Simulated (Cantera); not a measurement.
Feed: 1 mol SrCl₂, 0.15 mol HCl, a varied amount of N₂, equilibrated at 1750 K and 1.00 bar.

Method: chemical equilibrium by Gibbs-energy minimisation in Cantera with the NASA 1993 tables (ideal gas, pure condensed phases). Candidate condensed phases: NH₄Cl, Sr, SrCl₂; 15 gas species. Equilibrium is a limit: real reactors are often held back by kinetics, nucleation or transport.

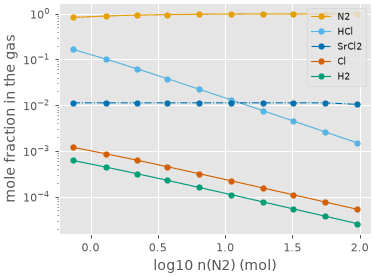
Equilibrium gas composition (values under 1e-9 drawn at 1e-9)

From 0.74 mol N₂ to 55 mol N₂ the condensed part is SrCl₂(l). At 95 mol N₂ nothing is condensed. The main Sr-bearing gas is SrCl₂ throughout. The share of Sr in condensed phases is highest at 0.74 mol N₂ (99.0 %) and lowest at 95 mol N₂ (0.0 %).
